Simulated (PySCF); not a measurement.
# TiCl₃⁺: relaxation and vibrations of the singlet

The task is one start of a wider search on TiCl₃⁺: the singlet, from a trigonal planar start. It is relaxed, tested by its Hessian and followed downhill if it is a saddle.

Computed with PySCF 2.14.0. Level: PBE, basis Ti def2-SVP, Cl def2-SVP, no relativity, density fitting.

### 1 Where the work starts

4 atoms, charge 1, spin multiplicity 1.

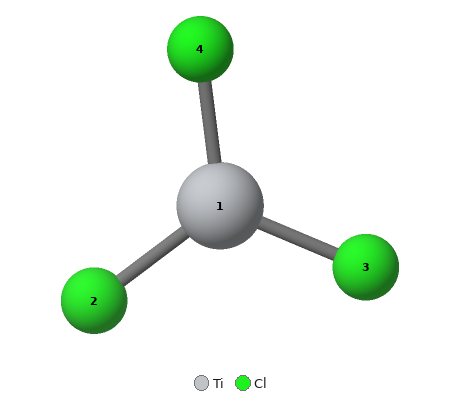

The starting geometry (titanium light grey, chlorine green); atoms are numbered from 1 in the order of the file.

```xyz
4
charge 1 multiplicity 1
Ti    0.0000    0.0000    0.0000
Cl    2.3030    0.0000    0.0000
Cl   -1.1515    1.9945    0.0000
Cl   -1.1515   -1.9945    0.0000
```

### 2 Relaxation: trigonal planar start, singlet

One driver script runs all steps and calls PySCF; scf.py shows how it sets up the SCF of each step. The optimiser is the driver's own. Before each start the driver seeks the lowest SCF state from one or more starting densities and follows internal instabilities, so scf.py alone need not reach the same state.

The program finds D3h symmetry in the start, which this walk keeps. Threshold on the gradient: 0.0003 Eh/bohr, with a further test on the energy change.

Contents of scf.py:

```python
from pyscf import gto, scf, dft
mol = gto.M(atom='''
Ti     0.000000     0.000000     0.000000
Cl     2.303025    -0.000022    -0.000000
Cl    -1.151494     1.994489    -0.000000
Cl    -1.151531    -1.994467     0.000000''',
    basis={'Ti': 'def2-SVP', 'Cl': 'def2-SVP'},
    charge=1, spin=0)
mf = dft.RKS(mol, xc='PBE')
mf.grids.atom_grid = (50, 194)
aux = {'Ti': 'def2-universal-JKFIT', 'Cl': 'def2-universal-JKFIT'}
mf = mf.density_fit(auxbasis=aux)
mf.kernel()
```

After this run come: Hessian and properties; Leaving the saddle point; Vibrations and properties at this point.

What does the calculation give? Wanted: minimum; geometry; wavenumbers; dipole moment; highest occupied, lowest empty level; polar-tensor charge of Ti1; zero-point energy.

**Answer**, as computed:

| quantity | value |
| --- | --- |
| minimum | singlet, C3v |
| geometry | Ti–Cl 2.119 Å (×3); Cl–Ti–Cl 109.3° (×3) |
| wavenumbers (cm⁻¹) | 122 (a1), 137 (e), 451 (a1), 537 (e) |
| dipole moment (centre of mass) | 3.25 D |
| highest occupied, lowest empty level | -13.56, -10.97 eV |
| polar-tensor charge of Ti1 | +1.70 e |
| zero-point energy | 11.5 kJ/mol |
| entropy at 298.15 K | 325.9 J/(mol K) |

In words: The trigonal planar start (D3h) ends in a minimum of C3v symmetry, after a stop at a saddle point 15.1 kJ/mol higher, from which it was pushed off along an imaginary mode. In the infrared the band at 537 cm⁻¹ (e, stretch) leads. Other starts or spin states, not run here, may lie lower.
